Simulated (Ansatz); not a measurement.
# Searching the electronic states of MnAs, part 2 of 2

Aim: see which self-consistent states MnAs reaches from different starts at one fixed geometry, and which of them is lowest. The cell (4 atoms) is MnAs in the deposited crystal structure (space group P6_3/mmc). Source: COD entry 9008898; the sample's temperature and pressure aren't taken into account.

Ansatz 0.2.0; DFT PBE+U, PAW, plane waves, scalar-relativistic; U − J = 5.6 eV on Mn d.

### 5 Spin on, no moments given (the program may seed its own), plain SCF

The COD entry's cell or inner coordinates are ideal or old and differ from later refinements, so a difference from it is no clean test against experiment.

The input, input.yaml:

```yaml
crystal:
  lattice:
    - [3.70999816, 0.0, 0.0]
    - [-1.85499908, 3.21295266, 0.0]
    - [0.0, 0.0, 5.691]
  atoms:
    - { symbol: Mn, position: [0.0, 0.0, 0.0] }
    - { symbol: Mn, position: [0.0, 0.0, 0.5] }
    - { symbol: As, position: [0.33333333, 0.66666667, 0.25] }
    - { symbol: As, position: [0.66666667, 0.33333333, 0.75] }
hamiltonian:
  xc: pbe
  pseudopotentials: { kind: paw }
  hubbard: { sites: [{ species: Mn, l: d, u_eff: 5.6 }] }
basis:
  ecutwfc: 420
kpoints:
  mp_grid: { grid: [6, 6, 4] }
scf:
  occupations: { method: fermi_dirac, width: 0.05 }
  lower_state_search: "off"
output:
  forces: true
  stress: true
magnetization:
  spin_polarized: true
```

Run with:

```console
ansatz run input.yaml --threads 2 --pin off --max-ram 5120MiB --backend cpu --events-out ev --progress --plain --runs-dir out
```

Output (excerpt; [...] marks lines left out):

```text
[... 2 lines as in an earlier run ...]
band count auto-derived: 39 (N_el = 60.0; filled up to band 30; 36 by the electrons, moments and atoms)
[... 11 lines as in an earlier run ...]
Bands: 39, of which v1, the nominal top of the filled ones, is band 30 counted from 1 (29 counted from 0)
[... 8 lines as in an earlier run ...]
[...]
[... 2 lines as in an earlier run ...]
SCF iter   1: F=—  HF=-17502.046933 eV  |F-HF|=—  |Δ(HF+E_count)|=         —  Δρ=1.43e-1 (↑1.43e-1 ↓1.43e-1)  dr2=6.57e1  dr2_m=0.00e0  M=0.000 μB ∫|m|=0.000 μB  β_m=0.30  ethr=3.10e-3  ⟨swp⟩=4.5  Hψ=2650  notcnv=0  defer=7
[...]
[... 1 line as in an earlier run ...]
[...]
SCF iter  15: F=-17506.180987 eV  HF=-17506.180987 eV  |F-HF|=6.72e-9  |Δ(HF+E_count)|=   1.29e-7  Δρ=4.49e-6 (↑2.16e-6 ↓4.49e-6)  dr2=2.81e-8  dr2_m=2.34e-9  M=8.051 μB ∫|m|=9.537 μB  ethr=1.67e-10  ⟨swp⟩=3.9  Hψ=4670  notcnv=0
[... 1 line as in an earlier run ...]
[...]
SCF converged after 15 iterations
Magnetization: 8.0514 μB (34.0257 up, 25.9743 down)
Absolute magnetization: 9.5306 μB (∫|ρ↑−ρ↓|, with the PAW one-centre terms)
Spin contamination: 0.7684 ħ² per cell (⟨S²⟩ above its minimum at these occupations)
Per-site moments (μB) at R_I (Å): [(4.160643302063508, 1.0607144023948976), (4.160643302063507, 1.0607144023948976), (-0.26872056573548087, 1.0607144023948976), (-0.26872056573547987, 1.0607144023948976)]
Free energy (F): -17506.180987 eV
[...]
E sigma→0 (E₀):  -17506.174352 eV
Entropy (-TS):   -0.013269 eV (-3.317 meV/atom)
Fermi energy:    13.559524 eV
[... 28 lines left out: energy terms, forces, stress ...]
Occupation matrices written to <dir>
```

Wall time 11 s (2 threads of AMD EPYC (Zen 3), shared host); peak memory 0.48 GiB.

This is the state of step 2 again (ferromagnetic), after 15 iterations.

### 6 Parallel moments scaled by 0.1, plain SCF

Changes to input.yaml since step 5:

```diff
@@ -6,6 +6,8 @@
   atoms:
-    - { symbol: Mn, position: [0.0, 0.0, 0.0] }
-    - { symbol: Mn, position: [0.0, 0.0, 0.5] }
+    - { symbol: Mn, position: [0.0, 0.0, 0.0], spin: 0.45 }
+    - { symbol: Mn, position: [0.0, 0.0, 0.5], spin: 0.45 }
     - { symbol: As, position: [0.33333333, 0.66666667, 0.25] }
     - { symbol: As, position: [0.66666667, 0.33333333, 0.75] }
+magnetization:
+  spin_polarized: true
 hamiltonian:
@@ -24,3 +26 @@
   stress: true
-magnetization:
-  spin_polarized: true
```

Run with:

```console
ansatz run input.yaml --threads 2 --pin off --max-ram 5120MiB --backend cpu --events-out ev --progress --plain --runs-dir out
```

Output (excerpt; [...] marks lines left out):

```text
[... 13 lines as in an earlier run ...]
Bands: 37, of which v1, the nominal top of the filled ones, is band 30 counted from 1 (29 counted from 0)
[... 10 lines as in an earlier run ...]
Starting moments: Σ|m| = 0.9 μB on 2 of 4 sites
[... 2 lines as in an earlier run ...]
SCF iter   1: F=—  HF=-17496.425453 eV  |F-HF|=—  |Δ(HF+E_count)|=         —  Δρ=1.02e-1 (↑1.02e-1 ↓4.24e-2)  dr2=4.39e0  dr2_m=3.03e0  M=2.928 μB ∫|m|=3.187 μB  β_m=1.00  ethr=3.10e-3  ⟨swp⟩=5.1  Hψ=5009  notcnv=0
[...]
[... 1 line as in an earlier run ...]
[...]
spin-set hold released at iteration 5 (site moments contracting): the magnetisation degrees of freedom join the quasi-Newton model from the next iteration; the mixer history was flushed
[...]
SCF iter  15: F=-17506.180987 eV  HF=-17506.180987 eV  |F-HF|=3.60e-10  |Δ(HF+E_count)|=   3.28e-9  Δρ=1.46e-6 (↑1.46e-6 ↓1.46e-6)  dr2=3.63e-9  dr2_m=1.34e-10  M=8.051 μB ∫|m|=9.537 μB  ethr=1.67e-10  ⟨swp⟩=3.8  Hψ=4522  notcnv=0
[... 1 line as in an earlier run ...]
[...]
SCF converged after 15 iterations
Magnetization: 8.0514 μB (34.0257 up, 25.9743 down)
Absolute magnetization: 9.5305 μB (∫|ρ↑−ρ↓|, with the PAW one-centre terms)
Spin contamination: 0.7684 ħ² per cell (⟨S²⟩ above its minimum at these occupations)
Per-site moments (μB) at R_I (Å): [(4.160625869730539, 1.0607144023948976), (4.160625869730538, 1.0607144023948976), (-0.2687138202139734, 1.0607144023948976), (-0.26871382021397255, 1.0607144023948976)]
Free energy (F): -17506.180987 eV
[...]
E sigma→0 (E₀):  -17506.174352 eV
Entropy (-TS):   -0.013270 eV (-3.317 meV/atom)
Fermi energy:    13.559496 eV
[... 28 lines left out: energy terms, forces, stress ...]
Occupation matrices written to <dir>
```

It took 13 s on 2 threads of AMD EPYC (Zen 3), shared host; peak memory 0.47 GiB.

The run ends in the same state as step 2 (ferromagnetic); it took 15 iterations.

### 7 Moments +- scaled by 0.65, plain SCF

Changes to input.yaml since step 6:

```diff
@@ -6,4 +6,4 @@
   atoms:
-    - { symbol: Mn, position: [0.0, 0.0, 0.0], spin: 0.45 }
-    - { symbol: Mn, position: [0.0, 0.0, 0.5], spin: 0.45 }
+    - { symbol: Mn, position: [0.0, 0.0, 0.0], spin: 2.93 }
+    - { symbol: Mn, position: [0.0, 0.0, 0.5], spin: -2.93 }
     - { symbol: As, position: [0.33333333, 0.66666667, 0.25] }
```

Run with:

```console
ansatz run input.yaml --threads 2 --pin off --max-ram 5120MiB --backend cpu --events-out ev --progress --plain --runs-dir out
```

Output (excerpt; [...] marks lines left out):

```text
[... 13 lines as in an earlier run ...]
Bands: 40, of which v1, the nominal top of the filled ones, is band 30 counted from 1 (29 counted from 0)
[... 10 lines as in an earlier run ...]
Starting moments: Σ|m| = 5.86 μB on 2 of 4 sites
Starting magnetic order: altermagnet, g-wave, bulk spin-momentum locking; spin-degenerate planes through Γ normal to [0 0 1], [1 -1 0], [1 2 0], [2 1 0] of the run's lattice
[... 2 lines as in an earlier run ...]
[...]
SCF iter   1: F=—  HF=-17503.519923 eV  |F-HF|=—  |Δ(HF+E_count)|=         —  Δρ=7.93e-2 (↑7.93e-2 ↓7.93e-2)  dr2=4.53e-1  dr2_m=3.79e0  M=-0.000 μB ∫|m|=8.150 μB  β_m=0.30  ethr=7.50e-4  ⟨swp⟩=1.8  Hψ=8725  notcnv=0
[...]
[... 2 lines as in an earlier run ...]
[...]
SCF iter  11: F=-17505.688557 eV  HF=-17505.688558 eV  |F-HF|=4.23e-8  |Δ(HF+E_count)|=   5.84e-8  Δρ=5.76e-6 (↑3.31e-6 ↓5.76e-6)  dr2=4.81e-8  dr2_m=1.86e-9  M=-0.000 μB ∫|m|=8.995 μB  ethr=1.67e-10  ⟨swp⟩=3.9  Hψ=5366  notcnv=0
[... 1 line as in an earlier run ...]
[...]
SCF converged after 11 iterations
Magnetization: -0.0000 μB (30.0000 up, 30.0000 down)
Absolute magnetization: 9.0009 μB (∫|ρ↑−ρ↓|, with the PAW one-centre terms)
Spin contamination: 4.6718 ħ² per cell (⟨S²⟩ above its minimum at these occupations)
Per-site moments (μB) at R_I (Å): [(4.1344585734847, 1.0607144023948976), (-4.13446506225384, 1.0607144023948976), (-4.378078603340025e-6, 1.0607144023948976), (-4.378078603212977e-6, 1.0607144023948976)]
Free energy (F): -17505.688557 eV
[...]
E sigma→0 (E₀):  -17505.677003 eV
Entropy (-TS):   -0.023108 eV (-5.777 meV/atom)
Fermi energy:    13.293320 eV
[... 28 lines left out: energy terms, forces, stress ...]
Occupation matrices written to <dir>
```

Wall time 17 s (2 threads of AMD EPYC (Zen 3), shared host); peak memory 0.5 GiB.

The run ends in the same state as step 3 (antiferromagnetic); it took 11 iterations.

### 8 A moment on one site alone, plain SCF

Changes to input.yaml since step 7:

```diff
@@ -6,4 +6,4 @@
   atoms:
-    - { symbol: Mn, position: [0.0, 0.0, 0.0], spin: 2.93 }
-    - { symbol: Mn, position: [0.0, 0.0, 0.5], spin: -2.93 }
+    - { symbol: Mn, position: [0.0, 0.0, 0.0], spin: 4.5 }
+    - { symbol: Mn, position: [0.0, 0.0, 0.5] }
     - { symbol: As, position: [0.33333333, 0.66666667, 0.25] }
@@ -26 +26,5 @@
   stress: true
+  write_density: true
+  write_potential: true
+  elf: true
+  volumetric_format: npy
```

Run with:

```console
ansatz run input.yaml --threads 2 --pin off --max-ram 5120MiB --backend cpu --events-out ev --progress --plain --runs-dir out
```

Output (excerpt; [...] marks lines left out):

```text
[... 16 lines as in an earlier run ...]
Magnetic group: BNS 164.85 (UNI 1315), of the structure as read, at distance tolerance 4.1e-5 Å
[... 7 lines as in an earlier run ...]
Starting moments: Σ|m| = 4.5 μB on 1 of 4 sites
[... 2 lines as in an earlier run ...]
SCF iter   1: F=—  HF=-17501.370720 eV  |F-HF|=—  |Δ(HF+E_count)|=         —  Δρ=6.12e-2 (↑6.12e-2 ↓5.83e-2)  dr2=1.57e1  dr2_m=7.42e-2  M=4.273 μB ∫|m|=4.890 μB  β_m=0.30  ethr=3.10e-3  ⟨swp⟩=5.3  Hψ=6105  notcnv=0  defer=1
[...]
[... 1 line as in an earlier run ...]
[...]
spin-set hold released at iteration 6 (the charge has settled, or the pull on large starting moments outlasts its swing): the magnetisation degrees of freedom join the quasi-Newton model from the next iteration; the mixer history was flushed
[...]
SCF iter  58: F=-17505.688558 eV  HF=-17505.688558 eV  |F-HF|=1.51e-9  |Δ(HF+E_count)|=  3.64e-12  Δρ=1.26e-6 (↑4.91e-7 ↓1.26e-6)  dr2=1.56e-9  dr2_m=1.77e-10  M=-0.000 μB ∫|m|=8.995 μB  ethr=2.61e-12  ⟨swp⟩=4.5  Hψ=10045  notcnv=0
WARN: the net moment that the starting moments add up to was not kept: the SCF closed with a net magnetisation of 3.6e-6 μB in size, at most 0.1 of the 4.5 μB that the starting moments add up to as vectors. Its absolute magnetisation is 9.0e0 μB, where they sum to 4.5 μB in size (1 site): [...]
[... 1 line as in an earlier run ...]
[...]
SCF converged after 58 iterations
Magnetization: -0.0000 μB (30.0000 up, 30.0000 down)
Absolute magnetization: 9.0009 μB (∫|ρ↑−ρ↓|, with the PAW one-centre terms)
Spin contamination: 4.6718 ħ² per cell (⟨S²⟩ above its minimum at these occupations)
Per-site moments (μB) at R_I (Å): [(4.134459721053539, 1.0607144023948976), (-4.134459591433996, 1.0607144023948976), (-5.085929099023572e-7, 1.0607144023948976), (-5.085929101332527e-7, 1.0607144023948976)]
Free energy (F): -17505.688558 eV
[...]
E sigma→0 (E₀):  -17505.677003 eV
Entropy (-TS):   -0.023109 eV (-5.777 meV/atom)
Fermi energy:    13.293334 eV
[... 33 lines left out: energy terms, forces, stress, bands ...]
Occupation matrices written to <dir>
```

Wall time 2.2 min (2 threads of AMD EPYC (Zen 3), shared host); peak memory 0.67 GiB.

The run ends in the same state as step 3 (antiferromagnetic); it took 58 iterations.

### 9 All ends together

| step | iterations | state | moments of Mn1 Mn2 As3 As4 (μB) | total (μB) | gap (eV) | pressure (GPa) | above lowest (meV/atom) |
| --- | --- | --- | --- | --- | --- | --- | --- |
| 2 | 9 | 1 | 4.16 4.16 -0.27 -0.27 | 8.05 | none | 17.9 | 0.0 |
| 3 | 10 | 2 | 4.13 -4.13 0.00 0.00 | 0.00 | none | 16.8 | 123 |
| 4 | 14 | 3 | 0.00 0.00 0.00 0.00 | 0.00 | 0.17 | -7.2 | 1795 |
| 5 | 15 | 1 | 4.16 4.16 -0.27 -0.27 | 8.05 | none | 17.9 | 0.0 |
| 6 | 15 | 1 | 4.16 4.16 -0.27 -0.27 | 8.05 | none | 17.9 | 0.0 |
| 7 | 11 | 2 | 4.13 -4.13 0.00 0.00 | 0.00 | none | 16.8 | 123 |
| 8 | 58 | 2 | 4.13 -4.13 0.00 0.00 | 0.00 | none | 16.8 | 123 |

States are numbered from the lowest. Starts by step: 2 parallel moments, plain SCF; 3 opposed moments +-, plain SCF; 4 no spin polarisation; 5 spin on, no moments given (the program may seed its own), plain SCF; 6 parallel moments scaled by 0.1, plain SCF; 7 moments +- scaled by 0.65, plain SCF; 8 a moment on one site alone, plain SCF.

The 7 runs of this session took 3.5 min in all, from 8.1 s to 2.2 min each.

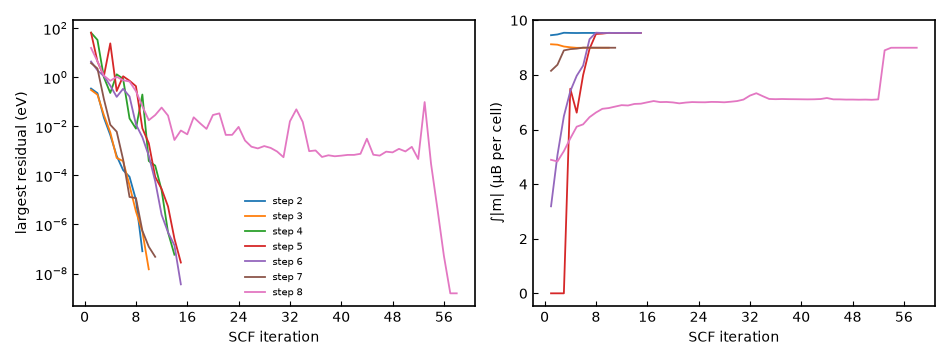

Residual and absolute moment along the iterations.

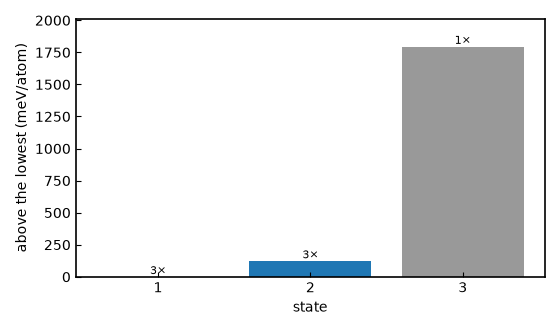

Energy of each distinct state, with the number of starts that reached it (red ferromagnetic, blue opposed moments, grey non-magnetic, green other).

### 10 What came out

This closing draws on all 2 parts.

```
                      quantity                                                      value
               distinct states                                    3 from 7 converged runs
lowest state from plain starts                                              ferromagnetic
                   its moments                Mn1 4.16, Mn2 4.16, As3 -0.27, As4 -0.27 μB
                  total moment                                           8.05 μB per cell
             gap on the k-mesh                                                       none
                      pressure                                                   17.9 GPa
                 largest force                                                 0.000 eV/Å
                    next state                     antiferromagnetic, 123 meV/atom higher
                 highest state  non-magnetic (no spin polarisation), 1795 meV/atom higher
```

In words: The 7 converged runs end in 3 distinct states. Switching spin polarisation off costs 1795 meV/atom in free energy, smearing entropy included. The best antiferromagnetic state lies 123 meV/atom above the best ferromagnetic one; partly filled bands take part, so the difference isn't exchange alone. These are lowest states among those tried, not proven ground states.
